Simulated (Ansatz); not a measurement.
**BaLa2S4 (I-42d): the host for defect calculations**

Before any defect goes in: BaLa2S4 (I-42d) at rest, and how it screens a charge.

Main program and level: Ansatz 0.2.0; plane-wave PAW DFT, PBEsol; relaxation of the host's cell and atoms, in the first sound run; inputs show where later runs differ.

**1. The starting structure**

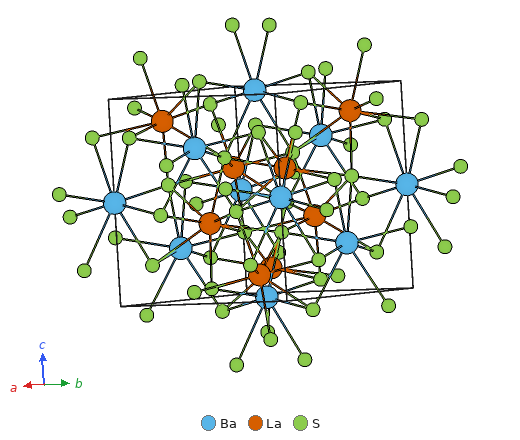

The starting structure, seen slightly off an axis (barium blue, lanthanum orange, sulfur green). This picture shows the conventional cell, with its axes. Some periodic images of atoms are drawn too.

**2. Host cell relaxation**

Cell and atoms are relaxed together, until forces and stress fall under their thresholds.

Input file cell/input.yaml:

```yaml
crystal:
  lattice:
    - [-4.4974048, 4.4974048, 4.4676714]
    - [4.4974048, -4.4974048, 4.4676714]
    - [4.4974048, 4.4974048, -4.4676714]
  atoms:
    - { symbol: Ba, position: [0.25, 0.75, 0.5] }
    - { symbol: Ba, position: [0.5, 0.5, 0.0] }
    - { symbol: La, position: [0.375, 0.24994558, 0.37494558] }
    - { symbol: La, position: [0.75005442, 0.125, 0.12505442] }
    - { symbol: La, position: [0.875, 5.442e-05, 0.62505442] }
    - { symbol: La, position: [0.99994558, 0.625, 0.87494558] }
    - { symbol: S, position: [0.64051837, 0.23334472, 0.74596097] }
    - { symbol: S, position: [0.48738375, 0.8945574, 0.25403903] }
    - { symbol: S, position: [0.26261625, 0.01665528, 0.90717365] }
    - { symbol: S, position: [0.6445574, 0.73738375, 0.75403903] }
    - { symbol: S, position: [0.98334472, 0.89051837, 0.24596097] }
    - { symbol: S, position: [0.1054426, 0.35948163, 0.59282635] }
    - { symbol: S, position: [0.76665528, 0.51261625, 0.40717365] }
    - { symbol: S, position: [0.10948163, 0.3554426, 0.09282635] }
basis:
  ecutwfc: 420
  xc_grid: 2
hamiltonian:
  xc: pbesol
kpoints:
  mp_grid: { grid: [5, 5, 5] }
scf:
  occupations: { method: fixed }
  max_iter: 100
relax:
  f_tol: 0.005
  max_steps: 60
  cell: {}
output:
  forces: true
  stress: true
checkpoint:
  write: "../cell.run"
  compress: false
  write_wavefunctions: false
  write_every: 100000
```

On the command line:

```
$ ansatz run input.yaml --threads 4 --pin off --max-ram 7536MiB --backend cpu --events-out ev --progress --plain --runs-dir out
```

Numbers of over 12 decimals in the logs are rounded to 6 here.

The log of the run:

```text
[... repeated set-up lines and file paths are left out, and long positions are rounded to six places ...]
Engine: ansatz 0.2.0, x86_64-unknown-linux-gnu
Pseudopotentials: kind: paw
Pseudopotential: Ba, paw, valence charge 10, recommended cutoff 420 eV (normal), Ba.paw.azcp
Pseudopotential: La, paw, valence charge 11, recommended cutoff 420 eV (normal), La.paw.azcp
Pseudopotential: S, paw, valence charge 6, recommended cutoff 420 eV (normal), S.paw.azcp
Functional definition: PBEsol
  exchange = pbesol_x
  correlation = pbesol_c
Crystal: 14 atoms, lattice volume = 361.464 Å³
Basis set: ecut = 420 eV, 6995 PW (Γ), exchange–correlation on 108×108×108 points (8 copies of the dense FFT grid, shifted against one another)
Bands: 70, of which v1, the nominal top of the filled ones, is band 56 counted from 1 (55 counted from 0)
Symmetry: 8 space group operations
Space group: I-42d (ITA 122), of the structure as read, at distance tolerance 7.1e-5 Å
k-points: 18 of 125 (time reversal used)
Non-local potential: Ba, projectors of the file, l = 0: 3, l = 1: 2, l = 2: 2, l = 3: 2
Non-local potential: La, projectors of the file, l = 0: 3, l = 1: 2, l = 2: 2, l = 3: 3
Non-local potential: S, projectors of the file, l = 0: 2, l = 1: 2, l = 2: 2
PAW form: soft (Blöchl's): semilocal exchange-correlation on the pseudo side does not see the compensation charge
PAW frozen core: Ba, regenerated for the run's functional, and the local potential with it (the file was generated under x = pbe(κ = 0.804, μ = 0.219515), c = pbe(β = 0.066725))
PAW frozen core: La, regenerated for the run's functional, and the local potential with it (the file was generated under x = pbe(κ = 0.804, μ = 0.219515), c = pbe(β = 0.066725))
PAW frozen core: S, regenerated for the run's functional, and the local potential with it (the file was generated under x = pbe(κ = 0.804, μ = 0.219515), c = pbe(β = 0.066725))
PAW one-centre angular grid: Ba, 194 points (default); XC on 64 Gauss nodes
PAW one-centre angular grid: La, 590 points (default); XC on 64 Gauss nodes
PAW one-centre angular grid: S, 110 points (default); XC on 64 Gauss nodes
Initial density: superposition of atomic densities (neutral atoms: chi_scale 0, normalization atom), corrected by the library's trained network
Initial wavefunctions: pseudopotential atomic-orbital guess
Functional: x = pbesol(κ = 0.804, μ = 0.123457), c = pbesol(β = 0.046)
SCF iter   1: F=—  HF=-43480.487037 eV  |F-HF|=—  |Δ(HF+E_count)|=         —  Δρ=5.46e-3  dr2=1.73e-1  ethr=1.77e-3  ⟨swp⟩=6.6  Hψ=4995  notcnv=0  defer=184
preconditioner: auto → Resta (q_TF=auto, 2.244 Å⁻¹)  ε∞=4.6  [insulator: Δε(μ)=1.952 eV  Ē_g=10.306 eV  n_scr=78 (ndim 8)  ℏωp=19.5 eV  f_vac=0.000  ε∞_Penn≈4.6]
SCF iter   2: F=—  HF=-43480.452660 eV  |F-HF|=—  |Δ(HF+E_count)|=   3.44e-2  Δρ=2.01e-3  dr2=1.63e-2  ethr=1.55e-4  ⟨swp⟩=3.8  Hψ=1964  notcnv=0  defer=214
SCF iter   3: F=—  HF=-43480.452158 eV  |F-HF|=—  |Δ(HF+E_count)|=   5.02e-4  Δρ=8.08e-4  dr2=2.12e-3  ethr=1.45e-5  ⟨swp⟩=4.0  Hψ=2149  notcnv=0  defer=162
automatic band count: iteration 3 solves 67 bands in place of 70: the levels show a gap, and the empty bands left out lie too high to hold charge; the band table lists the bands solved (type scf.n_extra_bands for more)
SCF iter   4: F=—  HF=-43480.452601 eV  |F-HF|=—  |Δ(HF+E_count)|=   4.43e-4  Δρ=1.57e-4  dr2=1.14e-4  ethr=1.89e-6  ⟨swp⟩=2.3  Hψ=2146  notcnv=0  defer=162
SCF iter   5: F=—  HF=-43480.452652 eV  |F-HF|=—  |Δ(HF+E_count)|=   5.12e-5  Δρ=3.63e-5  dr2=6.37e-6  ethr=1.02e-7  ⟨swp⟩=2.0  Hψ=1562  notcnv=0  defer=160
SCF iter   6: F=—  HF=-43480.452538 eV  |F-HF|=—  |Δ(HF+E_count)|=   1.14e-4  Δρ=8.57e-6  dr2=5.05e-7  ethr=5.68e-9  ⟨swp⟩=2.0  Hψ=1689  notcnv=0  defer=152
SCF iter   7: F=-43480.452538 eV  HF=-43480.452538 eV  |F-HF|=6.08e-9  |Δ(HF+E_count)|=   1.32e-7  Δρ=1.89e-6  dr2=1.34e-8  ethr=8.93e-11  ⟨swp⟩=5.0  Hψ=5298  notcnv=0
SCF 1 converged in 7 iterations: F = -43480.452538 eV  dr2 = 1.34e-8
  greatest PAW one-centre occupation: 0.972 electrons in one spin orbital (limit 2), on the La atom at site 5 (counted from 0), in its partial waves of l = 0
relax step   1: F+E_penalty+E_count = -43480.45253829 eV  Δ(F+E_penalty+E_count) = +0.000e0 eV  max|allowed force component| = 4.637e-2 eV/Å  Δτ_max = 0.0000 Å  P = -3.302 GPa  Ω = 361.464 Å³  (7 SCF iters, dr2 threshold 1.00e-7 eV, accepted)
[... the SCF cycles and remarks between the steps are left out from here to the last step ...]
relax step   2: F+E_penalty+E_count = -43480.45562013 eV  Δ(F+E_penalty+E_count) = -3.082e-3 eV  max|allowed force component| = 1.777e-1 eV/Å  Δτ_max = 0.0236 Å  P = +4.019 GPa  Ω = 326.952 Å³  energy of the carried Pulay correction = +6.257e-4 eV  (6 SCF iters, dr2 threshold 1.40e-6 eV, accepted)
relax step   3: F+E_penalty+E_count = -43480.66169774 eV  Δ(F+E_penalty+E_count) = -2.061e-1 eV  max|allowed force component| = 6.732e-2 eV/Å  Δτ_max = 0.0212 Å  P = -0.234 GPa  Ω = 343.871 Å³  energy of the carried Pulay correction = +3.113e-4 eV  (5 SCF iters, dr2 threshold 1.40e-6 eV, accepted)
relax step   4: F+E_penalty+E_count = -43480.66774740 eV  Δ(F+E_penalty+E_count) = -6.050e-3 eV  max|allowed force component| = 3.103e-2 eV/Å  Δτ_max = 0.0122 Å  P = -0.065 GPa  Ω = 342.597 Å³  energy of the carried Pulay correction = +3.344e-4 eV  (5 SCF iters, dr2 threshold 2.83e-7 eV, accepted)
relax step   5: F+E_penalty+E_count = -43480.67025183 eV  Δ(F+E_penalty+E_count) = -2.504e-3 eV  max|allowed force component| = 9.573e-3 eV/Å  Δτ_max = 0.0113 Å  P = +0.082 GPa  Ω = 341.380 Å³  energy of the carried Pulay correction = +3.566e-4 eV  (6 SCF iters, dr2 threshold 6.02e-8 eV, accepted)
relax step   6: F+E_penalty+E_count = -43480.67042520 eV  Δ(F+E_penalty+E_count) = -1.734e-4 eV  max|allowed force component| = 3.514e-4 eV/Å  Δτ_max = 0.0027 Å  P = -0.001 GPa  Ω = 341.701 Å³  energy of the carried Pulay correction = +3.508e-4 eV  (5 SCF iters, dr2 threshold 2.58e-8 eV, accepted)
Initial wavefunctions: pseudopotential atomic-orbital guess (no wavefunctions were taken with the density)
iter 1 solved again at ethr=2.66e-7 eV; its pass at ethr=3.10e-3 eV (dr2=2.98e-4 eV) is discarded
SCF iter   1: F=—  HF=-43480.670184 eV  |F-HF|=—  |Δ(HF+E_count)|=         —  Δρ=1.29e-5  dr2=6.35e-8  ethr=2.66e-7  ⟨swp⟩=3.2  Hψ=8105  notcnv=0  defer=215
eigensolver tolerance schedule: the retry pair's looser diagonalisation over-reported the residual by 4694.29 of it (diagonalisation noise at 0.68 of the residual, at the tolerance the schedule requests for it); [...]
SCF iter   2: F=—  HF=-43480.670100 eV  |F-HF|=—  |Δ(HF+E_count)|=   8.40e-5  Δρ=6.70e-6  dr2=1.97e-8  ethr=5.67e-11  ⟨swp⟩=3.1  Hψ=2801  notcnv=0  defer=213
SCF iter   3: F=—  HF=-43480.670100 eV  |F-HF|=—  |Δ(HF+E_count)|=   8.23e-8  Δρ=1.16e-6  dr2=3.40e-9  ethr=1.76e-11  ⟨swp⟩=2.1  Hψ=2090  notcnv=0  defer=213
SCF iter   4: F=—  HF=-43480.670100 eV  |F-HF|=—  |Δ(HF+E_count)|=  4.73e-10  Δρ=2.23e-7  dr2=3.49e-10  ethr=3.04e-12  ⟨swp⟩=2.0  Hψ=1815  notcnv=0  defer=213
SCF iter   5: F=-43480.670100 eV  HF=-43480.670100 eV  |F-HF|=1.46e-11  |Δ(HF+E_count)|=  6.55e-11  Δρ=9.42e-8  dr2=5.05e-11  ethr=1.00e-12  ⟨swp⟩=4.1  Hψ=4344  notcnv=0
SCF 7 converged in 5 iterations: F = -43480.670100 eV  dr2 = 5.05e-11
relax step   7: F+E_penalty+E_count = -43480.67010025 eV  Δ(F+E_penalty+E_count) = +3.249e-4 eV  max|allowed force component| = 3.703e-4 eV/Å  Δτ_max = 0.0000 Å  P = -0.001 GPa  Ω = 341.701 Å³  stress off target by 8.84e-3 GPa  SCF on the basis re-selected at this cell (its energy is not comparable with the rows above)  (5 SCF iters)
basis re-selected at this cell: Δ(F+E_penalty+E_count) = +3.249e-4 eV, ΔP = +0.000 GPa vs the last step (what re-selecting the basis moved, of the pressure what is left beyond the Pulay correction that the steps carried, after the strain that the cell walked [...]
SCF converged after 5 iterations
Free energy (F): -43480.670100 eV
Harris-Foulkes:  -43480.670100 eV  (|F-HF|=1.46e-11)
Internal energy: -43480.670100 eV  (E = F + TS)
E sigma→0 (E₀):  -43480.670100 eV
Fermi energy:    8.933649 eV
--- Per-component energies (eV) ---
  E_band       = -113.479571
  E_kinetic    = 1967.837051
  E_local      = -2332.221822  (includes V_loc(G=0)·N_el)
  E_nonlocal   = 737.244173
  E_hartree    = 731.757177
  E_xc         = -1665.391585
  E_vxc        = -1571.436724  (∫ρ·V_xc dr)
  E_paw        = -36272.771478  (= ΣΔE_a)
  E_vpaw       = -378.416726  (= ΣTr[D̂ρ^β])
  E_aug_tail   = 0.000008  (compensation charges beyond the density's cutoff)
  E_ewald      = -6648.600122
  E_core_change = 1.476499  (= ΣΔE_core)
  E_smearing   = -0.000000  (= −TS)
  E_closure    = 0.000000  (closes the sum)
  Σ components = -43480.670100   (vs F -43480.670100, Δ=0.00e0)
--- Forces (eV/Å), atoms counted from 1 ---
  atom   1  Ba     0.00000000     0.00000000    -0.00000000
  atom   2  Ba     0.00000000     0.00000000    -0.00000000
  atom   3  La     0.00037025     0.00000000    -0.00000000
  atom   4  La    -0.00000000    -0.00037025     0.00000000
  atom   5  La    -0.00037025     0.00000000     0.00000000
  atom   6  La    -0.00000000     0.00037025    -0.00000000
  atom   7  S     -0.00003754     0.00018692     0.00010346
  atom   8  S      0.00003754    -0.00018692     0.00010346
  atom   9  S      0.00003754     0.00018692    -0.00010346
  atom  10  S     -0.00018692     0.00003754     0.00010346
  atom  11  S      0.00018692    -0.00003754     0.00010346
  atom  12  S     -0.00018692    -0.00003754    -0.00010346
  atom  13  S      0.00018692     0.00003754    -0.00010346
  atom  14  S     -0.00003754    -0.00018692    -0.00010346
  max |Σ_I F_I| component: 3.30e-17 eV/Å
--- Stress (GPa, compression-positive) ---
        0.003670       0.000000       0.000000
        0.000000       0.003670      -0.000000
        0.000000      -0.000000      -0.008841
  P = ⅓ Tr σ = -0.0005 GPa (-0.005 kbar)
--- Relaxed structure (6 steps of the walk, 6 accepted, 1 SCFs on fresh bases) ---
  F+E_penalty+E_count = -43480.67010025 eV   max|allowed force component| = 3.703e-4 eV/Å   (the final SCF, on the basis selected at the relaxed cell)
  cell:  # Å, volume = 341.7011 Å³
    - [-4.411208, 4.411208, 4.390069]
    - [4.411208, -4.411208, 4.390069]
    - [4.411208, 4.411208, -4.390069]
  atoms:
    - { symbol: Ba, position: [0.250000, 0.75, 0.500000] }
    - { symbol: Ba, position: [0.500000, 0.500000, 0] }
    - { symbol: La, position: [0.375, 0.252637, 0.377637] }
    - { symbol: La, position: [0.747363, 0.125000, 0.122363] }
    - { symbol: La, position: [0.875000, -0.002637, 0.622363] }
    - { symbol: La, position: [1.002637, 0.625, 0.877637] }
    - { symbol: S, position: [0.639601, 0.227634, 0.746699] }
    - { symbol: S, position: [0.480935, 0.892902, 0.253301] }
    - { symbol: S, position: [0.269065, 0.022366, 0.911967] }
    - { symbol: S, position: [0.642902, 0.730935, 0.753301] }
    - { symbol: S, position: [0.977634, 0.889601, 0.246699] }
    - { symbol: S, position: [0.107098, 0.360399, 0.588033] }
    - { symbol: S, position: [0.772366, 0.519065, 0.411967] }
    - { symbol: S, position: [0.110399, 0.357098, 0.088033] }
```

Wall time 69 s (4 threads of Intel Xeon Platinum 8175M at 2.50GHz (Skylake/Cascade Lake), shared host); peak memory 1.1 GiB.

The steps of the relaxation:

```
step  energy less that of the first step (eV)  largest force component (eV/Å)  pressure (GPa)  volume (Å³)
   1                                   0.0000                          0.0464           -3.30       361.46
   2                                  -0.0031                          0.1777            4.02       326.95
   3                                  -0.2092                          0.0673           -0.23       343.87
   4                                  -0.2152                          0.0310           -0.06       342.60
   5                                  -0.2177                          0.0096            0.08       341.38
   6                                  -0.2179                          0.0004            0.00       341.70
  7*                                  -0.2176                          0.0004            0.00       341.70
```

Relaxation steps marked * repeat the geometry before them on a plane-wave basis chosen anew for their cell, so energy and pressure can jump there.

Forces are held to the 8 operations that the run works with; a distortion that breaks them can't arise in this run.

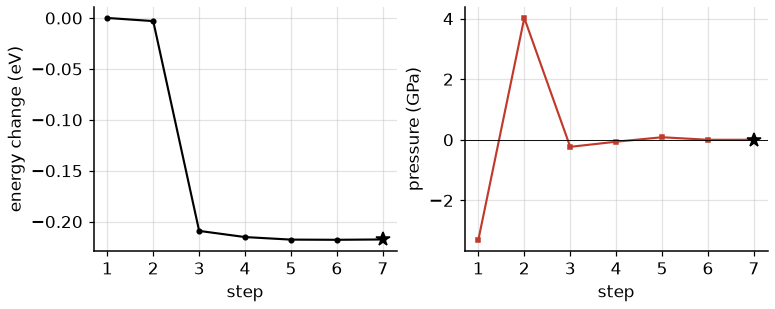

Energy and pressure along the relaxation. Stars mark steps on a basis chosen anew.

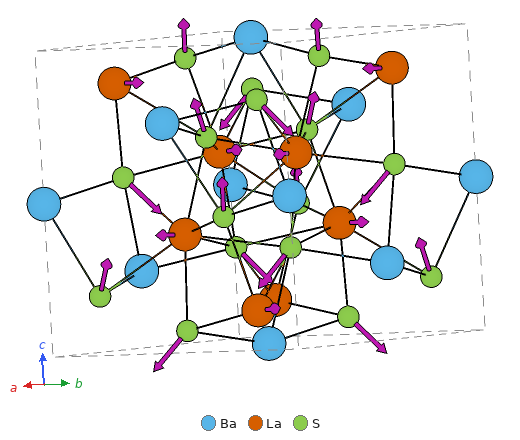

Displacements in the relaxation, exaggerated, measured against the changing cell; the longest in the cell stands for 0.04 Å. Some periodic images of atoms are drawn too.

```
conventional cell, symmetrised  before  after  change
                         a (Å)   8.995  8.822  -1.9 %
                         b (Å)   8.995  8.822  -1.9 %
                         c (Å)   8.935  8.780  -1.7 %
              volume (Å³/atom)   25.82  24.41  -5.5 %
```

The atoms that moved most (Å, as changes of fractional coordinates times the final cell):

```
atom      dx      dy      dz  length
 S13   0.024   0.018   0.032   0.044
  S7  -0.018   0.024  -0.032   0.044
 S10  -0.024   0.018  -0.032   0.044
 S14  -0.018  -0.024   0.032   0.044
  S9   0.018   0.024   0.032   0.044
  S8   0.018  -0.024  -0.032   0.044
 S12  -0.024  -0.018   0.032   0.044
 S11   0.024  -0.018  -0.032   0.044
```

Numbers from this step:

```
pressure : -5.00e-4 GPa
```

The relaxation ends with a largest force component of 3.7e-4 eV/Å and a pressure of 0.00 GPa.

(Part 1 of 4 ends here.)

[Logs are printed without paths, hosts, clocks, repeated set-up lines and the standing remarks that a program may print on its own settings, such as how far it seeks lower states.]

[Hosts, paths, dates, database ids (printed as entryN), source tags and the programs' standing remarks are cut or masked in the printed files.]

[Runs of the host that timed out are not shown.]

[For some hosts the program warned that the k-mesh of the response run may be too coarse for force constants and the static dielectric constant; such warnings are not always shown.]
